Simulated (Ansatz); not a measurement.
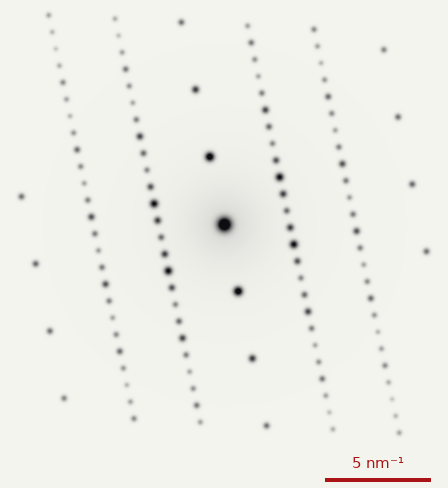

Kinematic zone-axis pattern, calculated for 80 keV electrons with B = 0.8 Å².

Phase: La, space group P6_3/mmc (No. 194), a = 3.77 Å, c = 12.20 Å (hexagonal axes). Structure: the geometry relaxed at fixed volume with DFT HSE06, scalar-relativistic, plane waves, PAW (Ansatz 0.2.0).

```cif
data_structure
_symmetry_space_group_name_H-M 'P6_3/mmc'
_symmetry_Int_Tables_number 194
_cell_length_a 3.7722
_cell_length_b 3.7722
_cell_length_c 12.1997
_cell_angle_alpha 90.000
_cell_angle_beta 90.000
_cell_angle_gamma 120.000
_cell_volume 150.33
loop_
_atom_site_label
_atom_site_type_symbol
_atom_site_symmetry_multiplicity
_atom_site_Wyckoff_symbol
_atom_site_fract_x
_atom_site_fract_y
_atom_site_fract_z
_atom_site_occupancy
La1 La 2 a 0.00000 0.00000 0.00000 1
La2 La 2 c 0.33333 0.66667 0.25000 1
```

> Determine the zone axis from the geometry of the pattern.

The spots form a rectangular net whose two shortest vectors correspond to d = 12.20 Å and 3.27 Å, 90.0° apart. They index as 0 0 1 (itself extinct) and 0 1 0, so the zone axis is ±[100] (or an equivalent direction of <100>).

> Which reflections of this zone are missing, and why?

A screw axis and a glide plane both extinguish reflections such as 0 0 1, 0 0 3, 0 0 5; reflections such as 0 3 -1, 0 3 1, 0 3 -3 are allowed by the space group but vanish because the atoms sit on special positions; reflections such as 0 0 2, 0 0 6, 0 0 10 are allowed but too weak to see at this display level. In a thicker crystal double diffraction can put intensity into those places emptied by glide planes or screw axes that lie on the net of the visible spots, but never into those emptied by centring.
